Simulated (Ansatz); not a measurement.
# SiAsH3 (triplet): wB97M-V, B2PLYP, RPA-PBE over vertical spin and charge gaps and displaced geometries, cc-pVDZ, part 2 of 2

Ansatz 0.2.0, Gaussian basis; cc-pVDZ, all electrons in the functionals, frozen cores in the correlation of double hybrids and RPA. The steps go on from the part before.

## (12) B2PLYP, charge 1, doublet

File in.yaml:

```yaml
crystal:
  periodic: [false, false, false]
  atoms:
    - {symbol: Si, position_ang: [0.000000, 0.139300, 1.693106]}
    - {symbol: As, position_ang: [0.000000, -0.062043, -0.642439]}
    - {symbol: H, position_ang: [0.000000, -1.165176, 2.425283]}
    - {symbol: H, position_ang: [1.102624, 0.947723, -0.924517]}
    - {symbol: H, position_ang: [-1.102625, 0.947723, -0.924517]}
basis:
  gaussian: {orbitals: cc-pVDZ}
total_charge: 1
magnetization: {spin_polarized: true, initial_magnetization: 1}
hamiltonian: {xc: {name: B2PLYP}}
correlation: {electrons: outside_noble_gas}
```

The run is started by

```bash
ansatz run in.yaml --threads 1 --pin off --events-out ev --progress --plain --max-ram 2393MiB
```

What it wrote (excerpt; [...] marks lines left out):

```text
Functional definition: B2PLYP
  name "B2PLYP"
  cite "Grimme, J. Chem. Phys. 124, 034108 (2006) doi:10.1063/1.2148954"
  cite "Becke, Phys. Rev. A 38, 3098 (1988) doi:10.1103/PhysRevA.38.3098"
  cite "Lee, Yang & Parr, Phys. Rev. B 37, 785 (1988) doi:10.1103/PhysRevB.37.785"
[...]
643 factors; integrals over basis functions are off by at most 1.1e-3 eV
[...]
mean field -68740.32924356 eV, -2526.1605058321 hartree, gradient 4.6e-6 eV, S^2 0.768882; 2 other end points of the search recorded, 0 dependent functions left out
19 core orbitals not correlated: weight in the atoms' cores, before any rotation towards them, 1.000 or more for the frozen orbitals, at most 0.000 for the correlated occupied ones
reference -68740.32937525 eV, -2526.1605106718 hartree; 6, 5 occupied and 35, 36 virtual orbitals, 643 factors
second order -5.94340146 eV of doubles, -0.00000000 eV of singles
Total energy: -68741.93409365 eV, -2526.2194829851 hartree
```

Wall time 7.5 s (1 thread of Intel Xeon at 2.50GHz, shared host).

From the report: ⟨S²⟩ of the determinant 0.769 (pure doublet: 0.75).

From charge 0, triplet: +7.430 eV.

## (13) B2PLYP, charge 1, quartet

Edit in.yaml of step 12 so:

```diff
@@ -11,3 +11,3 @@
 total_charge: 1
-magnetization: {spin_polarized: true, initial_magnetization: 1}
+magnetization: {spin_polarized: true, initial_magnetization: 3}
 hamiltonian: {xc: {name: B2PLYP}}
```

The command is unchanged.

What it wrote (excerpt; [...] marks lines left out):

```text
Functional definition: B2PLYP
  name "B2PLYP"
  cite "Grimme, J. Chem. Phys. 124, 034108 (2006) doi:10.1063/1.2148954"
  cite "Becke, Phys. Rev. A 38, 3098 (1988) doi:10.1103/PhysRevA.38.3098"
  cite "Lee, Yang & Parr, Phys. Rev. B 37, 785 (1988) doi:10.1103/PhysRevB.37.785"
[...]
643 factors; integrals over basis functions are off by at most 1.1e-3 eV
[...]
mean field -68737.95971223 eV, -2526.0734271620 hartree, gradient 9.2e-6 eV, S^2 3.755432; 2 other end points of the search recorded, 0 dependent functions left out
19 core orbitals not correlated: weight in the atoms' cores, before any rotation towards them, 1.000 or more for the frozen orbitals, at most 0.000 for the correlated occupied ones
reference -68737.95984809 eV, -2526.0734321547 hartree; 7, 4 occupied and 34, 37 virtual orbitals, 643 factors
second order -5.26420612 eV of doubles, -0.00000000 eV of singles
Total energy: -68739.38118374 eV, -2526.1256652765 hartree
```

It took 8 s on 1 thread of Intel Xeon at 2.50GHz, shared host.

From the report: ⟨S²⟩ of the determinant 3.755 (pure quartet: 3.75).

From charge 0, triplet: +9.983 eV.

## (14) B2PLYP, displaced geometry v1

File in.yaml:

```yaml
crystal:
  periodic: [false, false, false]
  atoms:
    - {symbol: Si, position_ang: [0.001602, 0.150516, 1.702443]}
    - {symbol: As, position_ang: [0.000768, -0.066970, -0.644255]}
    - {symbol: H, position_ang: [0.048732, -1.110793, 2.380854]}
    - {symbol: H, position_ang: [1.048580, 0.939292, -0.939144]}
    - {symbol: H, position_ang: [-1.199053, 0.955472, -0.990633]}
basis:
  gaussian: {orbitals: cc-pVDZ}
magnetization: {spin_polarized: true, initial_magnetization: 2}
hamiltonian: {xc: {name: B2PLYP}}
correlation: {electrons: outside_noble_gas}
```

Launched as before.

What it wrote (excerpt; [...] marks lines left out):

```text
Functional definition: B2PLYP
  name "B2PLYP"
  cite "Grimme, J. Chem. Phys. 124, 034108 (2006) doi:10.1063/1.2148954"
  cite "Becke, Phys. Rev. A 38, 3098 (1988) doi:10.1103/PhysRevA.38.3098"
  cite "Lee, Yang & Parr, Phys. Rev. B 37, 785 (1988) doi:10.1103/PhysRevB.37.785"
[...]
644 factors; integrals over basis functions are off by at most 1.2e-3 eV
[...]
mean field -68747.55454835 eV, -2526.4260308857 hartree, gradient 4.3e-6 eV, S^2 2.008847; 0 other end points of the search recorded, 0 dependent functions left out
19 core orbitals not correlated: weight in the atoms' cores, before any rotation towards them, 1.000 or more for the frozen orbitals, at most 0.000 for the correlated occupied ones
reference -68747.55468307 eV, -2526.4260358366 hartree; 7, 5 occupied and 34, 36 virtual orbitals, 644 factors
second order -6.24934013 eV of doubles, -0.00000000 eV of singles
Total energy: -68749.24200490 eV, -2526.4880437703 hartree
```

Run time: 9.5 s. Hardware: 1 thread of Intel Xeon at 2.50GHz, shared host.

From the report: ⟨S²⟩ of the determinant 2.009 (pure triplet: 2.00).

From charge 0, triplet: +0.122 eV.

## (15) B2PLYP, displaced geometry v2

File in.yaml:

```yaml
crystal:
  periodic: [false, false, false]
  atoms:
    - {symbol: Si, position_ang: [0.118417, 0.135301, 1.685448]}
    - {symbol: As, position_ang: [-0.046457, -0.057668, -0.638503]}
    - {symbol: H, position_ang: [0.030163, -1.193225, 2.421039]}
    - {symbol: H, position_ang: [1.215897, 0.864405, -0.910547]}
    - {symbol: H, position_ang: [-1.092411, 0.845273, -1.013430]}
basis:
  gaussian: {orbitals: cc-pVDZ}
magnetization: {spin_polarized: true, initial_magnetization: 2}
hamiltonian: {xc: {name: B2PLYP}}
correlation: {electrons: outside_noble_gas}
```

Launched as before.

What it wrote (excerpt; [...] marks lines left out):

```text
Functional definition: B2PLYP
  name "B2PLYP"
  cite "Grimme, J. Chem. Phys. 124, 034108 (2006) doi:10.1063/1.2148954"
  cite "Becke, Phys. Rev. A 38, 3098 (1988) doi:10.1103/PhysRevA.38.3098"
  cite "Lee, Yang & Parr, Phys. Rev. B 37, 785 (1988) doi:10.1103/PhysRevB.37.785"
[...]
642 factors; integrals over basis functions are off by at most 1.1e-3 eV
[...]
mean field -68747.49540089 eV, -2526.4238572567 hartree, gradient 3.9e-6 eV, S^2 2.009342; 0 other end points of the search recorded, 0 dependent functions left out
19 core orbitals not correlated: weight in the atoms' cores, before any rotation towards them, 1.000 or more for the frozen orbitals, at most 0.000 for the correlated occupied ones
reference -68747.49553473 eV, -2526.4238621753 hartree; 7, 5 occupied and 34, 36 virtual orbitals, 642 factors
second order -6.23953356 eV of doubles, -0.00000000 eV of singles
Total energy: -68749.18020879 eV, -2526.4857728052 hartree
```

Wall time 6.5 s (1 thread of Intel Xeon at 2.50GHz, shared host).

From the report: ⟨S²⟩ of the determinant 2.009 (pure triplet: 2.00).

From charge 0, triplet: +0.184 eV.

## (16) RPA-PBE, charge 0, triplet

File in.yaml:

```yaml
crystal:
  periodic: [false, false, false]
  atoms:
    - {symbol: Si, position_ang: [0.000000, 0.139300, 1.693106]}
    - {symbol: As, position_ang: [0.000000, -0.062043, -0.642439]}
    - {symbol: H, position_ang: [0.000000, -1.165176, 2.425283]}
    - {symbol: H, position_ang: [1.102624, 0.947723, -0.924517]}
    - {symbol: H, position_ang: [-1.102625, 0.947723, -0.924517]}
basis:
  gaussian: {orbitals: cc-pVDZ}
magnetization: {spin_polarized: true, initial_magnetization: 2}
hamiltonian: {xc: {name: PBE}}
correlation: {method: rpa, electrons: outside_noble_gas}
```

The command is unchanged.

What it wrote (excerpt; [...] marks lines left out):

```text
Functional definition: PBE
  name "PBE"
  cite "Perdew, Burke & Ernzerhof, Phys. Rev. Lett. 77, 3865 (1996) doi:10.1103/PhysRevLett.77.3865"
  parent pbe
[...]
643 factors; integrals over basis functions are off by at most 1.1e-3 eV
[...]
mean field -68751.21468480 eV, -2526.5605384194 hartree, gradient 3.9e-6 eV, S^2 2.003621; 0 other end points of the search recorded, 0 dependent functions left out
19 core orbitals not correlated: weight in the atoms' cores, before any rotation towards them, 0.999 or more for the frozen orbitals, at most 0.000 for the correlated occupied ones
reference -68701.97783404 eV, -2524.7511175278 hartree; 7, 5 occupied and 34, 36 virtual orbitals, 643 factors
Total energy: -68711.96566557 eV, -2525.1181635666 hartree
```

Wall time 6 s (1 thread of Intel Xeon at 2.50GHz, shared host).

From the report: ⟨S²⟩ of the determinant 2.004 (pure triplet: 2.00).

## (17) RPA-PBE, charge 0, singlet

Edit in.yaml of step 16 so:

```diff
@@ -10,3 +10,3 @@
   gaussian: {orbitals: cc-pVDZ}
-magnetization: {spin_polarized: true, initial_magnetization: 2}
+magnetization: {spin_polarized: true, initial_magnetization: 0}
 hamiltonian: {xc: {name: PBE}}
```

Same command.

What it wrote (excerpt; [...] marks lines left out):

```text
Functional definition: PBE
  name "PBE"
  cite "Perdew, Burke & Ernzerhof, Phys. Rev. Lett. 77, 3865 (1996) doi:10.1103/PhysRevLett.77.3865"
  parent pbe
[...]
643 factors; integrals over basis functions are off by at most 1.1e-3 eV
[...]
mean field -68751.31153298 eV, -2526.5640975244 hartree, gradient 1.7e-6 eV, S^2 0.588458; 11 other end points of the search recorded, 0 dependent functions left out
19 core orbitals not correlated: weight in the atoms' cores, before any rotation towards them, 0.999 or more for the frozen orbitals, at most 0.000 for the correlated occupied ones
reference -68701.94559139 eV, -2524.7499326323 hartree; 6, 6 occupied and 35, 35 virtual orbitals, 643 factors
Total energy: -68712.15147713 eV, -2525.1249920155 hartree
```

Run time: 19 s. Hardware: 1 thread of Intel Xeon at 2.50GHz, shared host.

From the report: ⟨S²⟩ of the determinant 0.588 (pure singlet: 0.00). The determinant is far from a pure spin state, so its energy mixes those of several spin states (harmless only where they are near-degenerate, as at dissociation).

From charge 0, triplet: -0.186 eV.

## (18) RPA-PBE, charge 0, quintet

Edit in.yaml of step 17 so:

```diff
@@ -10,3 +10,3 @@
   gaussian: {orbitals: cc-pVDZ}
-magnetization: {spin_polarized: true, initial_magnetization: 0}
+magnetization: {spin_polarized: true, initial_magnetization: 4}
 hamiltonian: {xc: {name: PBE}}
```

Same command.

What it wrote (excerpt; [...] marks lines left out):

```text
Functional definition: PBE
  name "PBE"
  cite "Perdew, Burke & Ernzerhof, Phys. Rev. Lett. 77, 3865 (1996) doi:10.1103/PhysRevLett.77.3865"
  parent pbe
[...]
643 factors; integrals over basis functions are off by at most 1.1e-3 eV
[...]
mean field -68745.12486855 eV, -2526.3367418000 hartree, gradient 1.7e-6 eV, S^2 6.002860; 12 other end points of the search recorded, 0 dependent functions left out
19 core orbitals not correlated: weight in the atoms' cores, before any rotation towards them, 0.999 or more for the frozen orbitals, at most 0.000 for the correlated occupied ones
reference -68695.96293576 eV, -2524.5300740929 hartree; 8, 4 occupied and 33, 37 virtual orbitals, 643 factors
Total energy: -68705.69635357 eV, -2524.8877706000 hartree
```

Run time: 37 s. Hardware: 1 thread of Intel Xeon at 2.50GHz, shared host.

From the report: ⟨S²⟩ of the determinant 6.003 (pure quintet: 6.00).

From charge 0, triplet: +6.269 eV.

## (19) RPA-PBE, charge 1, doublet

Edit in.yaml of step 18 so:

```diff
@@ -10,3 +10,4 @@
   gaussian: {orbitals: cc-pVDZ}
-magnetization: {spin_polarized: true, initial_magnetization: 4}
+total_charge: 1
+magnetization: {spin_polarized: true, initial_magnetization: 1}
 hamiltonian: {xc: {name: PBE}}
```

The command is unchanged.

What it wrote (excerpt; [...] marks lines left out):

```text
Functional definition: PBE
  name "PBE"
  cite "Perdew, Burke & Ernzerhof, Phys. Rev. Lett. 77, 3865 (1996) doi:10.1103/PhysRevLett.77.3865"
  parent pbe
[...]
643 factors; integrals over basis functions are off by at most 1.1e-3 eV
[...]
mean field -68743.65299058 eV, -2526.2826512824 hartree, gradient 4.8e-6 eV, S^2 0.754144; 5 other end points of the search recorded, 0 dependent functions left out
19 core orbitals not correlated: weight in the atoms' cores, before any rotation towards them, 0.999 or more for the frozen orbitals, at most 0.000 for the correlated occupied ones
reference -68694.71178273 eV, -2524.4840950673 hartree; 6, 5 occupied and 35, 36 virtual orbitals, 643 factors
Total energy: -68704.50099860 eV, -2524.8438421153 hartree
```

Run time: 11 s. Hardware: 1 thread of Intel Xeon at 2.50GHz, shared host.

From the report: ⟨S²⟩ of the determinant 0.754 (pure doublet: 0.75).

From charge 0, triplet: +7.465 eV.

## (20) RPA-PBE, charge 1, quartet

Edit in.yaml of step 19 so:

```diff
@@ -11,3 +11,3 @@
 total_charge: 1
-magnetization: {spin_polarized: true, initial_magnetization: 1}
+magnetization: {spin_polarized: true, initial_magnetization: 3}
 hamiltonian: {xc: {name: PBE}}
```

The command is unchanged.

What it wrote (excerpt; [...] marks lines left out):

```text
Functional definition: PBE
  name "PBE"
  cite "Perdew, Burke & Ernzerhof, Phys. Rev. Lett. 77, 3865 (1996) doi:10.1103/PhysRevLett.77.3865"
  parent pbe
[...]
643 factors; integrals over basis functions are off by at most 1.1e-3 eV
[...]
mean field -68741.17288401 eV, -2526.1915090470 hartree, gradient 8.3e-6 eV, S^2 3.753303; 2 other end points of the search recorded, 0 dependent functions left out
19 core orbitals not correlated: weight in the atoms' cores, before any rotation towards them, 0.999 or more for the frozen orbitals, at most 0.000 for the correlated occupied ones
reference -68692.94046960 eV, -2524.4190005103 hartree; 7, 4 occupied and 34, 37 virtual orbitals, 643 factors
Total energy: -68702.00841497 eV, -2524.7522413564 hartree
```

It took 7 s on 1 thread of Intel Xeon at 2.50GHz, shared host.

From the report: ⟨S²⟩ of the determinant 3.753 (pure quartet: 3.75).

From charge 0, triplet: +9.957 eV.

## (21) RPA-PBE, displaced geometry v1

File in.yaml:

```yaml
crystal:
  periodic: [false, false, false]
  atoms:
    - {symbol: Si, position_ang: [0.001602, 0.150516, 1.702443]}
    - {symbol: As, position_ang: [0.000768, -0.066970, -0.644255]}
    - {symbol: H, position_ang: [0.048732, -1.110793, 2.380854]}
    - {symbol: H, position_ang: [1.048580, 0.939292, -0.939144]}
    - {symbol: H, position_ang: [-1.199053, 0.955472, -0.990633]}
basis:
  gaussian: {orbitals: cc-pVDZ}
magnetization: {spin_polarized: true, initial_magnetization: 2}
hamiltonian: {xc: {name: PBE}}
correlation: {method: rpa, electrons: outside_noble_gas}
```

The command is unchanged.

What it wrote (excerpt; [...] marks lines left out):

```text
Functional definition: PBE
  name "PBE"
  cite "Perdew, Burke & Ernzerhof, Phys. Rev. Lett. 77, 3865 (1996) doi:10.1103/PhysRevLett.77.3865"
  parent pbe
[...]
644 factors; integrals over basis functions are off by at most 1.2e-3 eV
[...]
mean field -68751.09015522 eV, -2526.5559620416 hartree, gradient 4.0e-6 eV, S^2 2.003677; 0 other end points of the search recorded, 0 dependent functions left out
19 core orbitals not correlated: weight in the atoms' cores, before any rotation towards them, 0.999 or more for the frozen orbitals, at most 0.000 for the correlated occupied ones
reference -68701.84241418 eV, -2524.7461409399 hartree; 7, 5 occupied and 34, 36 virtual orbitals, 644 factors
Total energy: -68711.84934723 eV, -2525.1138889463 hartree
```

It took 9 s on 1 thread of Intel Xeon at 2.50GHz, shared host.

From the report: ⟨S²⟩ of the determinant 2.004 (pure triplet: 2.00).

From charge 0, triplet: +0.116 eV.

## (22) RPA-PBE, displaced geometry v2

File in.yaml:

```yaml
crystal:
  periodic: [false, false, false]
  atoms:
    - {symbol: Si, position_ang: [0.118417, 0.135301, 1.685448]}
    - {symbol: As, position_ang: [-0.046457, -0.057668, -0.638503]}
    - {symbol: H, position_ang: [0.030163, -1.193225, 2.421039]}
    - {symbol: H, position_ang: [1.215897, 0.864405, -0.910547]}
    - {symbol: H, position_ang: [-1.092411, 0.845273, -1.013430]}
basis:
  gaussian: {orbitals: cc-pVDZ}
magnetization: {spin_polarized: true, initial_magnetization: 2}
hamiltonian: {xc: {name: PBE}}
correlation: {method: rpa, electrons: outside_noble_gas}
```

Same command.

What it wrote (excerpt; [...] marks lines left out):

```text
Functional definition: PBE
  name "PBE"
  cite "Perdew, Burke & Ernzerhof, Phys. Rev. Lett. 77, 3865 (1996) doi:10.1103/PhysRevLett.77.3865"
  parent pbe
[...]
642 factors; integrals over basis functions are off by at most 1.1e-3 eV
[...]
mean field -68751.03107897 eV, -2526.5537910295 hartree, gradient 3.8e-6 eV, S^2 2.003703; 0 other end points of the search recorded, 0 dependent functions left out
19 core orbitals not correlated: weight in the atoms' cores, before any rotation towards them, 0.999 or more for the frozen orbitals, at most 0.000 for the correlated occupied ones
reference -68701.78628076 eV, -2524.7440780746 hartree; 7, 5 occupied and 34, 36 virtual orbitals, 642 factors
Total energy: -68711.77884645 eV, -2525.1112980904 hartree
```

It took 4.8 s on 1 thread of Intel Xeon at 2.50GHz, shared host.

From the report: ⟨S²⟩ of the determinant 2.004 (pure triplet: 2.00).

From charge 0, triplet: +0.187 eV.

## (23) Against the wave-function levels

The yardstick is UCCSDT(Q), where the cluster series has nearly closed. It comes from earlier runs at the same points. Energies in eV, counted from charge 0, triplet; blanks weren't run or aren't comparable.

| level | triplet to singlet | triplet to quintet | ionisation to the doublet cation | ionisation to the quartet cation | displacement v1 | displacement v2 |
| --- | --- | --- | --- | --- | --- | --- |
| UCCSDT(Q) | -0.118 | 6.235 | 7.429 | 9.803 | 0.120 | 0.186 |
| wB97M-V | -0.341 | 6.371 | 7.377 | 10.017 | 0.130 | 0.183 |
| B2PLYP | -0.175 | 6.369 | 7.430 | 9.983 | 0.122 | 0.184 |
| RPA-PBE | -0.186 | 6.269 | 7.465 | 9.957 | 0.116 | 0.187 |

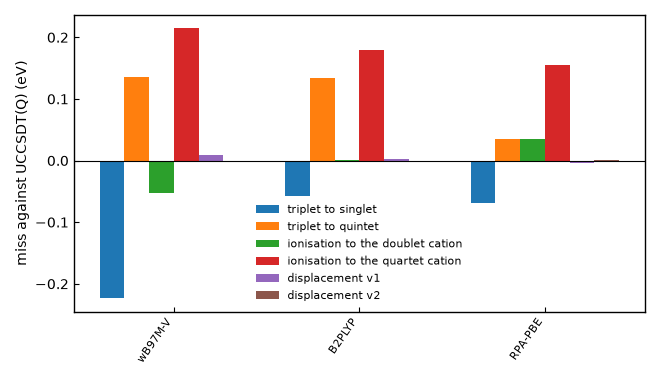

Misses of the gaps against UCCSDT(Q).

Largest miss and mean time a point (UCCSDT(Q) took 2.3 min a point; shared hosts):

| level | largest miss (eV) | where | time a point |
| --- | --- | --- | --- |
| wB97M-V | -0.223 | triplet to singlet | 35 s |
| B2PLYP | +0.180 | ionisation to the quartet cation | 12 s |
| RPA-PBE | +0.154 | ionisation to the quartet cation | 13 s |

## (24) Summary of results

What follows sums up all 2 parts.

```
                                   quantity                                         value
              triplet to singlet, UCCSDT(Q)                                     -0.118 eV
              triplet to quintet, UCCSDT(Q)                                      6.235 eV
ionisation to the doublet cation, UCCSDT(Q)                                      7.429 eV
ionisation to the quartet cation, UCCSDT(Q)                                      9.803 eV
                 displacement v1, UCCSDT(Q)                                      0.120 eV
                 displacement v2, UCCSDT(Q)                                      0.186 eV
                      largest miss, wB97M-V                -0.223 eV (triplet to singlet)
                       largest miss, B2PLYP  +0.180 eV (ionisation to the quartet cation)
                      largest miss, RPA-PBE  +0.154 eV (ionisation to the quartet cation)
```

**Reading.** Of the functionals, RPA-PBE keep the smallest largest miss at the points compared (at most 0.154 eV) and wB97M-V strays most (0.223 eV, at triplet to singlet). B2PLYP, RPA-PBE clearly break the spin symmetry at some points (⟨S²⟩ up to 0.59 above the pure value), so energy there is bought with a mixed spin. Functionals and the yardstick converge differently with the basis, so part of each miss in cc-pVDZ is the basis.
